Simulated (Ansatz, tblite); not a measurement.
# Sn(OH)4 (SnH₄O₄): spin states and exact exchange

Is the singlet the ground state of Sn(OH)4 (SnH₄O₄)? Other spin states are computed and compared level by level.

Method: as each input shows; program: Ansatz 0.2.0, Gaussian basis.

The runs, in order: triplet, at the geometry of the singlet (GFN1-xTB, GFN2-xTB, PBE0-D4/def2-TZVP, PBE-D4/def2-TZVP, r2SCAN-D4/def2-TZVP); the singlet's energies come from earlier runs.

2 further runs of the same task are left out: 2 set aside as unsound or not needed. Runs told in other sessions of the task aren't counted.

**1. The structure**

The singlet was relaxed beforehand with r2SCAN-D4/def2-SVP.

9 atoms, charge 0, spin multiplicity 1.

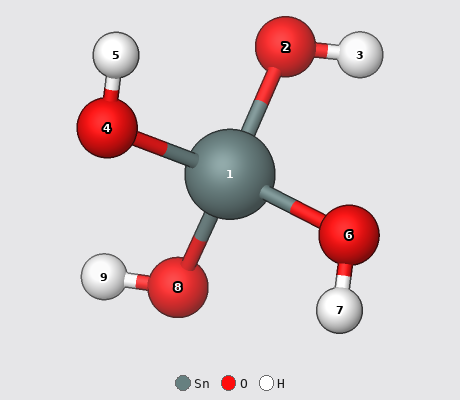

The structure; tin teal, oxygen red, hydrogen white; atoms are numbered from 1 in the order of the file.

Geometry (Å):

| atom | x (Å) | y (Å) | z (Å) |
| --- | --- | --- | --- |
| Sn1 | -0.0005 | 0.0003 | -0.0002 |
| O2 | 0.0022 | 0.1061 | 1.9709 |
| H3 | -0.7960 | 0.5604 | 2.2807 |
| O4 | 1.8977 | -0.1012 | -0.5323 |
| H5 | 2.4518 | 0.3478 | 0.1242 |
| O6 | -1.0305 | 1.5665 | -0.6190 |
| H7 | -1.4274 | 1.3830 | -1.4840 |
| O8 | -0.8691 | -1.5713 | -0.8202 |
| H9 | -0.2284 | -2.2917 | -0.9202 |

Sn takes a core potential in the def2 sets. No spin-orbit coupling is included.

**2. Triplet at the fixed geometry, GFN1-xTB**

Tight binding, by tblite at 300 K electronic temperature and without a spin-polarisation term:

```python
tblite.interface.Calculator('GFN1-xTB', numbers, positions, charge=0, uhf=2).singlepoint()
```

Energy -632.8416 eV; 0.005 s.

**3. Triplet at the fixed geometry, GFN2-xTB**

Tight binding, by tblite at 300 K electronic temperature and without a spin-polarisation term:

```python
tblite.interface.Calculator('GFN2-xTB', numbers, positions, charge=0, uhf=2).singlepoint()
```

Energy -550.7099 eV; 0.004 s.

**4. Triplet at the fixed geometry, PBE0-D4/def2-TZVP**

in.yaml reads:

```yaml
crystal:
  periodic: [false, false, false]
  atoms:
    - {symbol: Sn, position_ang: [-0.000467, 0.000344, -0.000210]}
    - {symbol: O, position_ang: [0.002177, 0.106121, 1.970925]}
    - {symbol: H, position_ang: [-0.796000, 0.560417, 2.280712]}
    - {symbol: O, position_ang: [1.897749, -0.101162, -0.532276]}
    - {symbol: H, position_ang: [2.451801, 0.347769, 0.124170]}
    - {symbol: O, position_ang: [-1.030477, 1.566495, -0.618999]}
    - {symbol: H, position_ang: [-1.427379, 1.382997, -1.483992]}
    - {symbol: O, position_ang: [-0.869051, -1.571321, -0.820150]}
    - {symbol: H, position_ang: [-0.228353, -2.291671, -0.920171]}
basis:
  gaussian: {orbitals: def2-TZVP}
magnetization: {spin_polarized: true, initial_magnetization: 2}
hamiltonian: {xc: pbe0, dispersion: d4}
scf: {omitted_lower_state_checks: [starts]}
output: {orbitals: {seedname: orbitals}}
```

Run with:

```console
ansatz run in.yaml --threads 4 --pin off --events-out ev --progress --plain --max-ram 3916MiB
```

What it wrote:

```text
Functional definition: PBE0
  name "PBE0"
  cite "Adamo & Barone, J. Chem. Phys. 110, 6158 (1999) doi:10.1063/1.478522"
  cite "Perdew, Burke & Ernzerhof, Phys. Rev. Lett. 77, 3865 (1996) doi:10.1103/PhysRevLett.77.3865"
  parent pbe
  parameter a = 0.25
  parameter kappa = 0.804
  parameter beta = 0.06672455060314922
  exchange = (1 - a)*pbe_x(kappa = kappa, mu = beta*pi^2/3) + a*exact_x
  correlation = pbe_c(beta = beta)
these checks for a lower state are left out or cut short: starts
1241 factors; their error is unknown
mean field evaluation 1: about -14063.4877 eV, gradient 6.4e1 eV
mean field evaluation 2: about -14040.4416 eV, gradient 1.0e2 eV
mean field evaluation 4: about -14075.9793 eV, gradient 1.3e1 eV
mean field evaluation 8: about -14076.6224 eV, gradient 5.6e-1 eV
mean field evaluation 16: about -14076.7215 eV, gradient 2.8e-1 eV
mean field evaluation 32: about -14076.7231 eV, gradient 2.4e-3 eV
mean field -14076.72306569 eV, -517.3100311185 hartree, gradient 4.3e-6 eV, S^2 2.014061; 0 other end points of the search recorded, 0 dependent functions left out
reference -14076.72310149 eV, -517.3100324343 hartree; 30, 28 occupied and 168, 170 virtual orbitals, 1241 factors
Total energy: -14076.87068641 eV, -517.3154560799 hartree
Checks for a lower state left out: starts
```

Wall time 16 s (4 threads of Arm Neoverse V2, shared host); peak memory 0.89 GiB.

HOMO -3.97 eV, LUMO -7.09 eV (over both spins; with the spin held, an empty level of the minority spin lies below the top filled one); ⟨S²⟩ 2.014 (pure: 2.00).

**5. Triplet at the fixed geometry, PBE-D4/def2-TZVP**

start.molden holds the orbitals of an earlier run on this state, given as this run's starting guess.

Edit in.yaml of step 4 so:

```diff
@@ -13,5 +13,5 @@
 basis:
-  gaussian: {orbitals: def2-TZVP}
+  gaussian: {orbitals: def2-TZVP, initial_orbitals: start.molden}
 magnetization: {spin_polarized: true, initial_magnetization: 2}
-hamiltonian: {xc: pbe0, dispersion: d4}
+hamiltonian: {xc: pbe, dispersion: d4}
 scf: {omitted_lower_state_checks: [starts]}
```

Launched as before.

What it wrote:

```text
Functional definition: PBE
  name "PBE"
  cite "Perdew, Burke & Ernzerhof, Phys. Rev. Lett. 77, 3865 (1996) doi:10.1103/PhysRevLett.77.3865"
  parent pbe
  parameter kappa = 0.804
  parameter beta = 0.06672455060314922
  exchange = pbe_x(kappa = kappa, mu = beta*pi^2/3)
  correlation = pbe_c(beta = beta)
these checks for a lower state are left out or cut short: starts
1168 factors; their error is unknown
mean field evaluation 1: about -14077.4498 eV, gradient 7.6e0 eV
mean field evaluation 2: about -14077.6228 eV, gradient 2.6e-1 eV
mean field evaluation 4: about -14077.6166 eV, gradient 2.2e-2 eV
mean field evaluation 8: about -14077.6166 eV, gradient 2.5e-5 eV
mean field evaluation 16: about -14077.6166 eV, gradient 2.9e-6 eV
mean field -14077.61660694 eV, -517.3428681537 hartree, gradient 2.9e-6 eV, S^2 2.003080; 0 other end points of the search recorded, 0 dependent functions left out
reference -14077.61665904 eV, -517.3428700684 hartree; 30, 28 occupied and 168, 170 virtual orbitals, 1168 factors
Total energy: -14077.79019077 eV, -517.3492472419 hartree
Checks for a lower state left out: starts
```

It took 3.8 s on 4 threads of Arm Neoverse V2, shared host.

Report: HOMO -3.18 eV, LUMO -7.40 eV (over both spins; with the spin held, an empty level of the minority spin lies below the top filled one); ⟨S²⟩ 2.003 (pure: 2.00).

**6. Triplet at the fixed geometry, r2SCAN-D4/def2-TZVP**

Edit in.yaml of step 5 so:

```diff
@@ -15,3 +15,3 @@
 magnetization: {spin_polarized: true, initial_magnetization: 2}
-hamiltonian: {xc: pbe, dispersion: d4}
+hamiltonian: {xc: r2scan, dispersion: d4}
 scf: {omitted_lower_state_checks: [starts]}
```

The command is unchanged.

What it wrote:

```text
Functional definition: r2SCAN
  name "r2SCAN"
  cite "Furness, Kaplan, Ning, Perdew & Sun, J. Phys. Chem. Lett. 11, 8208 (2020) doi:10.1021/acs.jpclett.0c02405"
  cite "Furness, Kaplan, Ning, Perdew & Sun, J. Phys. Chem. Lett. 11, 9248 (2020) doi:10.1021/acs.jpclett.0c03077"
  parent r2scan
  parameter k0 = 0.174
  parameter k1 = 0.065
  parameter a1 = 4.9479
  exchange = r2scan_x(k0 = k0, k1 = k1, a1 = a1)
  correlation = r2scan_c
these checks for a lower state are left out or cut short: starts
1168 factors; their error is unknown
mean field evaluation 1: about -14084.0725 eV, gradient 4.3e0 eV
mean field evaluation 2: about -14084.1292 eV, gradient 8.8e-2 eV
mean field evaluation 4: about -14084.1190 eV, gradient 4.3e-3 eV
mean field evaluation 8: about -14084.1190 eV, gradient 1.0e-5 eV
mean field -14084.11896474 eV, -517.5818253956 hartree, gradient 1.0e-5 eV, S^2 2.007611; 0 other end points of the search recorded, 0 dependent functions left out
reference -14084.11898227 eV, -517.5818260396 hartree; 30, 28 occupied and 168, 170 virtual orbitals, 1168 factors
Total energy: -14084.16114893 eV, -517.5833756359 hartree
Checks for a lower state left out: starts
```

Wall time 9 s (4 threads of Arm Neoverse V2, shared host).

From the report: HOMO -3.21 eV, LUMO -7.47 eV (over both spins; with the spin held, an empty level of the minority spin lies below the top filled one); ⟨S²⟩ 2.008 (pure: 2.00).

**7. Triplet less singlet, vertical**

The singlet's energies are those of its earlier runs, whose logs aren't repeated here.

| level | triplet less singlet, vertical (eV) | time |
| --- | --- | --- |
| GFN1-xTB | +4.244 | 0.009 s |
| GFN2-xTB | +4.293 | 0.007 s |
| PBE-D4/def2-TZVP | +4.394 | 5.6 s |
| r2SCAN-D4/def2-TZVP | +4.748 | 12 s |
| PBE0-D4/def2-TZVP | +5.178 | 18 s |

Times add the two runs; a level without a time comes out of a correlated run. Tight binding without a spin term can't rank spin states.

**8. Summary of results**

| quantity | value |
| --- | --- |
| triplet less singlet, vertical, functionals in def2-TZVP | +4.394 (PBE-D4) to +5.178 eV (PBE0-D4) |

What this shows: All functionals put the triplet above the singlet, over a spread of 0.784 eV. The checks for a lower triplet were left out, so another state of that spin may lie lower. These are electronic energies, without zero-point motion, entropy or surroundings.
